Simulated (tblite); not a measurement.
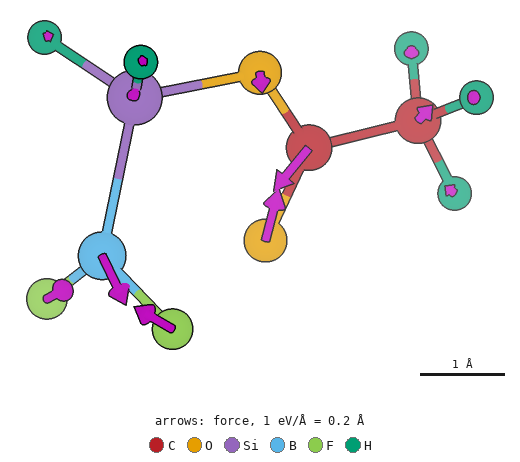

Starting geometry of C₂H₅BF₂O₂Si with the computed forces as purple arrows. A ball-and-stick model, seen at a tilt.

All numbers below come from tblite 0.8.0, GFN2-xTB geometry optimisation, gas phase. 

What follows when this structure is relaxed?

It isn't relaxed: the largest force vector, on the B atom, is 3.85 eV/Å. The final displacements follow the starting forces only in part (cosine between the two patterns 0.32). The energy falls by 39.7 kcal/mol in 60 geometry steps. The B atom moves most after the best rigid fit: 0.64 Å. By element the largest moves are B 0.64 Å, O 0.48 Å, F 0.30 Å, H 0.30 Å, C 0.23 Å, Si 0.10 Å. Some distances before and after: B–O 2.628 → 1.652 Å, B–C 3.170 → 2.453 Å, C–O 1.377 → 1.275 Å, B–F 1.462 → 1.363 Å. New bonds form, among them: B–O (2.63 → 1.65 Å). Bond angles that change, for instance: B–Si–H 105.9° → 125.7°, O–Si–B 107.0° → 89.9°, O–Si–H 111.1° → 96.8°. Cost: 0.37 s on 1 thread of Arm Neoverse V1 (shared host).
